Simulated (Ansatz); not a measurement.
```sh
ansatz run in.yaml --threads 2 --pin off --events-out ev --progress --plain --max-ram 4352MiB
```

```yaml
crystal:
  periodic: [false, false, false]
  atoms:
    - {symbol: N, position_ang: [0.973966, -0.880516, 0.455378]}
    - {symbol: Si, position_ang: [0.399137, 0.661781, 0.137463]}
    - {symbol: Te, position_ang: [-1.001147, -1.404164, 0.243766]}
    - {symbol: H, position_ang: [-1.101443, -1.643972, -1.421373]}
    - {symbol: H, position_ang: [0.484219, 1.322676, -1.194666]}
    - {symbol: H, position_ang: [0.085317, 1.670082, 1.184751]}
basis:
  gaussian: {orbitals: def2-TZVPP}
hamiltonian: {xc: r2scan, dispersion: d4}
```

Describe the molecule in this file.

Formula H₃NSiTe. This geometry has C1 symmetry. Coordination, clear cases only: 1 Te trigonal pyramidal.

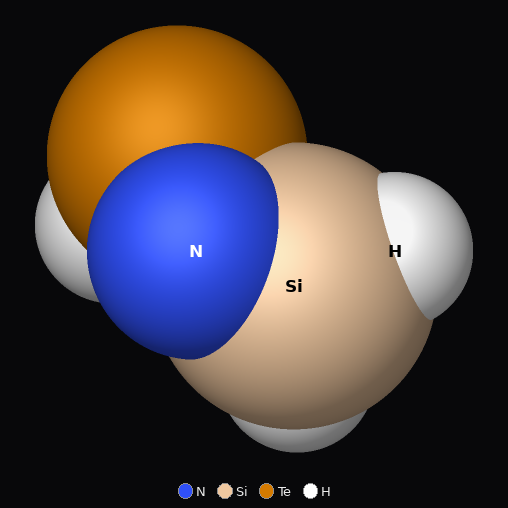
